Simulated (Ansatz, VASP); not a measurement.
## TePt in two plane-wave programs

Aim: how closely do two programs agree when they are given the same cell, functional and k mesh? The cell comes out of the VASP series on this material, whose earlier steps may have relaxed, scaled or displaced it; both programs get it as it stands.

Method: plane waves, with VASP 6.6.1 beside it; zone-centre phonons at PBEsol, in Ansatz 0.2.0.

### Step 1. The starting structure

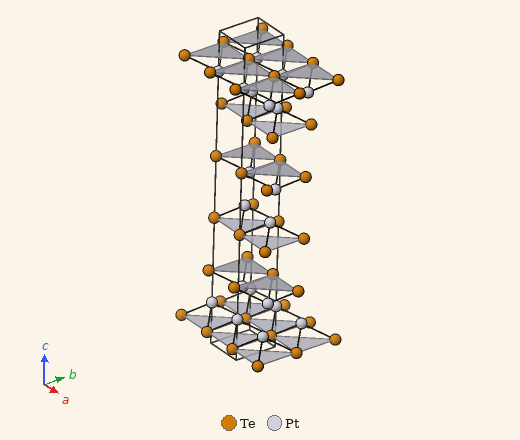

The cell as given, slightly off an axis (tellurium orange, platinum light grey). 2×1×1 cells are drawn. This picture shows the conventional cell, with its axes. Bonds to atoms that aren't drawn are left out. Some periodic images of atoms are drawn too.

### Step 2. Ansatz: zone-centre phonons, PBEsol

Ansatz runs on its default PAW (the set named soft_2) files.

Second derivatives magnify differences that forces hide, and they need a tight electronic threshold.

Contents of input.yaml:

```yaml
crystal:
  lattice:
    - [1.9772619222, 1.141572703, 6.6267833343]
    - [-1.9772619222, 1.141572703, 6.6267833343]
    - [0.0, -2.2831454061, 6.6267833343]
  atoms:
    - { symbol: Te, position: [0.5987281417, 0.5987281417, 0.5987281417] }
    - { symbol: Te, position: [0.4012718583, 0.4012718583, 0.4012718583] }
    - { symbol: Pt, position: [0.8700474103, 0.8700474103, 0.8700474103] }
    - { symbol: Pt, position: [0.1299525897, 0.1299525897, 0.1299525897] }
hamiltonian:
  xc: pbesol
  pseudopotentials: { kind: paw }
kpoints:
  mp_grid: { grid: [11, 11, 11] }
scf:
  occupations: { method: methfessel_paxton, width: 0.2 }
phonons:
  method: dfpt
  qpoints: [[0, 0, 0]]
```

Launch:

```sh
ansatz run input.yaml --threads 4 --pin off --max-ram 9216MiB --backend cpu --events-out ev --progress --plain --runs-dir out
```

Numbers of over 12 decimals in the logs are rounded to 6 here.

The log of the run:

```text
Engine: ansatz 0.2.0, aarch64-unknown-linux-gnu
Pseudopotentials: kind: paw
Pseudopotential: Te, paw, valence charge 16, recommended cutoff 420 eV (normal), Te.paw.azcp
Pseudopotential: Pt, paw, valence charge 18, recommended cutoff 420 eV (normal), Pt.paw.azcp
Functional definition: PBEsol
  exchange = pbesol_x
  correlation = pbesol_c
Crystal: 4 atoms, lattice volume = 89.747 Å³
Basis set: ecut = 420 eV, 1763 PW (Γ), exchange–correlation on 96×96×96 points (8 copies of the dense FFT grid, shifted against one another)
Bands: 41, of which v1, the nominal top of the filled ones, is band 34 counted from 1 (33 counted from 0)
Symmetry: 12 space group operations
k-points: 366 of 1331 (irreducible under 2 space group operations, time reversal used)
Non-local potential: Te, projectors of the file, l = 0: 2, l = 1: 2, l = 2: 2, l = 3: 2
Non-local potential: Pt, projectors of the file, l = 0: 3, l = 1: 2, l = 2: 2, l = 3: 1
PAW form: soft (Blöchl's): semilocal exchange-correlation on the pseudo side does not see the compensation charge
PAW frozen core: Te, regenerated for the run's functional, and the local potential with it (the file was generated under x = pbe(κ = 0.804, μ = 0.219515), c = pbe(β = 0.066725))
PAW frozen core: Pt, regenerated for the run's functional, and the local potential with it (the file was generated under x = pbe(κ = 0.804, μ = 0.219515), c = pbe(β = 0.066725))
PAW one-centre angular grid: Te, 590 points (default); XC on 64 Gauss nodes
PAW one-centre angular grid: Pt, 590 points (default); XC on 64 Gauss nodes
Initial density: superposition of atomic densities (neutral atoms: chi_scale 0, normalization atom), corrected by the library's trained network
Initial wavefunctions: pseudopotential atomic-orbital guess
Functional: x = pbesol(κ = 0.804, μ = 0.123457), c = pbesol(β = 0.046)
SCF iter   1: F=—  HF=-38572.023056 eV  |F-HF|=—  |Δ(HF+E_count)|=         —  Δρ=5.09e-3  dr2=2.16e-2  ethr=1.77e-3  ⟨swp⟩=6.4  Hψ=58874  notcnv=0
preconditioner: auto → LDOS  [metal: Δε(μ)=0.007 eV  Ē_g=8.795 eV  σ=0.200 eV  W_gap=0.03  n_scr=28 (ndim 8)  ℏωp=22.2 eV  f_vac=0.018  D(μ)=1.70/eV (n_scr^D=2)  β→1.0]
SCF iter   2: F=—  HF=-38572.022568 eV  |F-HF|=—  |Δ(HF+E_count)|=   4.88e-4  S|Δr|=    0.00e0  Δρ=3.41e-3  dr2=1.36e-2  ethr=3.18e-5  ⟨swp⟩=2.0  Hψ=27468  notcnv=0
SCF iter   3: F=—  HF=-38572.018250 eV  |F-HF|=—  |Δ(HF+E_count)|=   4.32e-3  S|Δr|=    0.00e0  Δρ=8.24e-4  dr2=8.87e-4  ethr=2.01e-5  ⟨swp⟩=2.0  Hψ=23887  notcnv=0
SCF iter   4: F=—  HF=-38572.018029 eV  |F-HF|=—  |Δ(HF+E_count)|=   2.22e-4  S|Δr|=    0.00e0  Δρ=1.51e-4  dr2=2.59e-5  ethr=1.30e-6  ⟨swp⟩=2.0  Hψ=23877  notcnv=0
SCF iter   5: F=—  HF=-38572.018021 eV  |F-HF|=—  |Δ(HF+E_count)|=   8.07e-6  S|Δr|=    0.00e0  Δρ=4.42e-5  dr2=2.02e-6  ethr=3.81e-8  ⟨swp⟩=2.0  Hψ=23987  notcnv=0
SCF iter   6: F=—  HF=-38572.018061 eV  |F-HF|=—  |Δ(HF+E_count)|=   4.02e-5  S|Δr|=    0.00e0  Δρ=1.22e-5  dr2=7.16e-8  ethr=2.97e-9  ⟨swp⟩=2.7  Hψ=26308  notcnv=0
SCF iter   7: F=—  HF=-38572.018061 eV  |F-HF|=—  |Δ(HF+E_count)|=   6.34e-9  S|Δr|=    0.00e0  Δρ=2.92e-6  dr2=4.21e-9  ethr=1.05e-10  ⟨swp⟩=2.0  Hψ=23872  notcnv=0
SCF iter   8: F=—  HF=-38572.018061 eV  |F-HF|=—  |Δ(HF+E_count)|=   2.15e-9  S|Δr|=    0.00e0  Δρ=4.67e-7  dr2=1.35e-10  ethr=6.20e-12  ⟨swp⟩=2.0  Hψ=20259  notcnv=0
SCF iter   9: F=-38572.018061 eV  HF=-38572.018061 eV  |F-HF|=0.00e0  |Δ(HF+E_count)|=  1.16e-10  S|Δr|=    0.00e0  Δρ=8.79e-8  dr2=7.37e-12  ethr=1.00e-12  ⟨swp⟩=11.1  Hψ=79980  notcnv=0
SCF 1 converged in 9 iterations: F = -38572.018061 eV  dr2 = 7.37e-12
  greatest PAW one-centre occupation: 1.000 electrons in one spin orbital (limit 2), on the Pt atom at site 3 (counted from 0), in its partial waves of l = 0
DFPT response loops at Γ: preconditioner auto → Kerker (q_TF=auto, 2.605 Å⁻¹) (partly filled bands, converged f_vac=0.013); β = 1.00, the filter's whole step (`scf.mixing.beta` (0.50) is not read by the response loops under this deck's `scf.mixing.preconditioner`; to damp them name `kerker` or `kerker_dos`, under which they read `scf.mixing.beta`, and type it under 1.00, their step now; both keys bind the ground state too); Broyden in place of MSR1
SCF converged after 9 iterations
Stability not checked: this state was not tested for a lower state beside it, because cold or Methfessel-Paxton smearing, or corrected tetrahedra, fill the levels in a way that the test cannot read (fill_not_monotonic; see scf.lower_state_search)
Free energy (F): -38572.018061 eV
Harris-Foulkes:  -38572.018061 eV  (|F-HF|=0.00e0)
Internal energy: -38572.019182 eV  (E = F + TS)
E sigma→0 (E₀):  -38572.018341 eV
Entropy (-TS):   0.001121 eV (0.280 meV/atom)
Fermi energy:    14.600015 eV
--- Per-component energies (eV) ---
  E_band       = -922.344775
  E_kinetic    = 1642.279854
  E_local      = -6911.166537  (includes V_loc(G=0)·N_el)
  E_nonlocal   = -210.138297
  E_hartree    = 3358.979833
  E_xc         = -769.371159
  E_vxc        = -815.794085  (∫ρ·V_xc dr)
  E_paw        = -27803.735681  (= ΣΔE_a)
  E_vpaw       = -1345.485186  (= ΣTr[D̂ρ^β])
  E_aug_tail   = -0.000045  (compensation charges beyond the density's cutoff)
  E_ewald      = -7880.190744
  E_core_change = 1.323593  (= ΣΔE_core)
  E_smearing   = 0.001121  (= −TS)
  E_closure    = -0.000000  (closes the sum)
  Σ components = -38572.018061   (vs F -38572.018061, Δ=0.00e0)
--- Band table (eV; the first three rows and the last of 366) ---
  k-point 0: bands = [... 30 lower, 12.8789, 15.2541, 15.2541, 15.4903, 15.8486, 17.4929, 17.4929, 19.2214, ... 3 higher]
  k-point 1: bands = [... 30 lower, 12.9344, 14.3578, 15.2090, 15.8051, 16.4421, 16.8231, 17.2559, 19.6015, ... 3 higher]
  k-point 2: bands = [... 30 lower, 12.9045, 13.4441, 15.0894, 15.0986, 16.0549, 16.7057, 17.4406, 19.6301, ... 3 higher]
  k-point 365: bands = [... 30 lower, 13.0365, 13.0817, 15.0209, 15.3860, 16.2826, 16.9385, 18.2066, 19.7769, ... 3 higher]
--- Phonons (Γ-DFPT): 4 representative perturbations + reference, on 366 of 1331 k-points (Σ response iterations 12) ---
  k mesh reduced under 2 symmetry operations, with k and −k counted as one. Each operation leaves every solved perturbation unchanged. A smaller set is not used because it would not reduce the number of displacements times k-points to solve
  ASR residual: 1.812e-4 → 0.000e0 eV/Å²; symmetrization residual: 9.562e-5 eV/Å²
  ASR residual per site (eV/Å²): 1.81e-4 1.81e-4 8.97e-5 8.97e-5
  Γ frequencies (cm⁻¹): 0.00 0.00 0.00 89.95 89.95 117.16 151.62 159.31 159.31 170.71 179.82 179.82
  non-analytic LO–TO correction: not included (Born effective charges unavailable; polar crystals: no LO–TO splitting at Γ)
--- Phonons (arbitrary-q DFPT): 1 explicit q-point ---
  q = [0, 0, 0] (of the zone-centre solve; hermiticity 1.58e-5, symmetrization 1.40e-6): -0.00 -0.00 0.00 89.95 89.95 117.16 151.62 159.31 159.31 170.71 179.82 179.82
  sum rule: each row above includes the acoustic sum rule's correction from the zone centre's row sums; it moved no ω² by more than (0.62 cm⁻¹)²
```

Run time: 4.6 min. Hardware: 4 threads of Arm Neoverse V1, shared host; peak memory 3.9 GiB.

Reading the cycles: dr2 is the Hartree energy of the density residual (eV), the measure of convergence; HF is the Harris–Foulkes estimate of the energy, which meets the free energy F at convergence.

[end of part 1 of 2]

[Lines on the potential files, build, host, timing and source positions are cut from VASP's logs without a mark.]

[Logs are printed without paths, hosts, clocks, repeated set-up lines and the standing remarks that a program may print on its own settings, such as how far it seeks lower states.]

[Hosts, paths, dates, database ids (printed as entryN), source tags and the programs' standing remarks are cut or masked in the printed files.]
